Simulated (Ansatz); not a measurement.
# OF (Oxygen monofluoride): U-revPBE/aug-cc-pVTZ

What is the vertical doublet–quartet gap of OF (Oxygen monofluoride) at U-revPBE/aug-cc-pVTZ? 

The results are computed with Ansatz 0.2.0.

38 further runs of the same task are left out: 38 set aside as unsound or not needed.

## (1) The molecule

OF has 2 atoms, charge 0, and is taken as a doublet. As SMILES, `[O]F`. The coordinates come from a PBE0-D4/def2-TZVP relaxation.

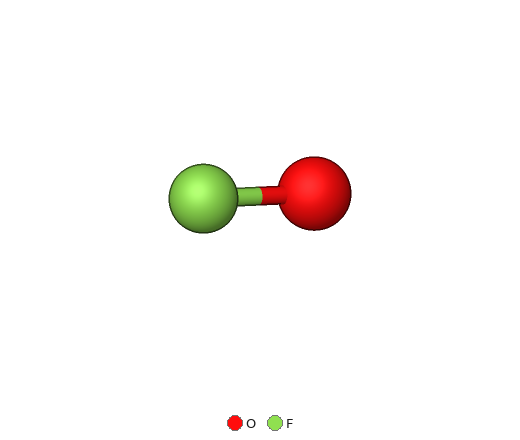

The structure, seen from a chosen angle (oxygen red, fluorine green).

## (2) The energy at U-revPBE/aug-cc-pVTZ

Input file in.yaml:

```yaml
crystal:
  periodic: [false, false, false]
  atoms:
    - {symbol: O, position_ang: [0.000000, 0.000000, -0.015950]}
    - {symbol: F, position_ang: [-0.000000, -0.000000, 1.314400]}
basis:
  gaussian: {orbitals: aug-cc-pVTZ}
total_charge: 0
magnetization: {spin_polarized: true, initial_magnetization: 1}
hamiltonian: {xc: {name: revPBE}}
accuracy: high
output: {orbitals: {seedname: orbitals}}
```

The run is started by

```console
ansatz run in.yaml --threads 1 --pin off --max-ram 3480MiB --events-out events.jsonl --progress --plain --runs-dir runs
```

Output:

```text
Warning: RAYON_NUM_THREADS=1 ignored (pool sized by the plan → 1); use --threads N
Functional definition: revPBE
  name "revPBE"
  parameter kappa = 1.245
  parameter beta = 0.06672455060314922
  exchange = pbe_x(kappa = kappa, mu = beta*pi^2/3)
  correlation = pbe_c(beta = beta)
1299 factors; integrals over basis functions are off by at most 3.4e-9 eV
mean field evaluation 1: about -4758.0985 eV, gradient 1.9e1 eV
mean field evaluation 2: about -4752.8493 eV, gradient 4.4e1 eV
mean field evaluation 4: about -4759.3179 eV, gradient 2.2e0 eV
mean field evaluation 8: about -4759.3353 eV, gradient 8.7e-2 eV
mean field evaluation 16: about -4759.3354 eV, gradient 7.0e-6 eV
mean field -4759.33537235 eV, -174.9023489406 hartree, gradient 9.4e-8 eV, S^2 0.752274; 1 other end points of the search recorded, 0 dependent functions left out
reference -4759.33537647 eV, -174.9023490920 hartree; 9, 8 occupied and 83, 84 virtual orbitals, 1299 factors
Total energy: -4759.33537647 eV, -174.9023490920 hartree
```

It took 3.9 s on 1 thread of Arm Neoverse V1, shared host; peak memory 0.17 GiB.

## (3) The quartet at the same level

Input file in.yaml:

```yaml
basis:
  gaussian:
    orbitals: aug-cc-pVTZ
crystal:
  periodic: [false, false, false]
  atoms:
    - {symbol: O, position_ang: [0.000000, 0.000000, -0.015950]}
    - {symbol: F, position_ang: [-0.000000, -0.000000, 1.314400]}
magnetization:
  spin_polarized: true
  initial_magnetization: 3
hamiltonian:
  xc: {name: revPBE}
accuracy: high
output: {orbitals: {seedname: orbitals}}
```

The run is started by

```console
ansatz run in.yaml --threads 1 --pin off --max-ram 3480MiB --events-out events.jsonl --progress --plain --runs-dir runs
```

Output (excerpt; [...] marks lines left out):

```text
Warning: RAYON_NUM_THREADS=1 ignored (pool sized by the plan → 1); use --threads N
[... 6 set-up lines as earlier in the session ...]
1299 factors; integrals over basis functions are off by at most 3.4e-9 eV
mean field evaluation 1: about -4754.1086 eV, gradient 1.7e1 eV
mean field evaluation 2: about -4748.5344 eV, gradient 4.2e1 eV
mean field evaluation 4: about -4755.1050 eV, gradient 5.0e0 eV
mean field evaluation 8: about -4755.1851 eV, gradient 1.2e-1 eV
mean field evaluation 16: about -4755.1851 eV, gradient 2.5e-6 eV
mean field -4755.18511656 eV, -174.7498298534 hartree, gradient 1.6e-8 eV, S^2 3.756028; 0 other end points of the search recorded, 0 dependent functions left out
reference -4755.18512042 eV, -174.7498299953 hartree; 10, 7 occupied and 82, 85 virtual orbitals, 1299 factors
Total energy: -4755.18512042 eV, -174.7498299953 hartree
```

Wall time 2.9 s (1 thread of Arm Neoverse V1, shared host); peak memory 0.17 GiB.

## (4) Summary of results

At U-revPBE/aug-cc-pVTZ:

| quantity | value |
| --- | --- |
| doublet: total energy | -174.90235 Eh |
| doublet: HOMO energy (highest over α and β) | -6.95 eV |
| doublet: LUMO energy (lowest over α and β) | -6.29 eV |
| doublet: ⟨S²⟩ | 0.752 |
| quartet: total energy | -174.74983 Eh |
| quartet: HOMO energy (highest over α and β) | -2.81 eV |
| quartet: ⟨S²⟩ | 3.756 |
| vertical energy of the quartet above the doublet | 4.150 eV |

In words: At this shape the quartet lies 4.15 eV (400 kJ/mol) above the doublet.
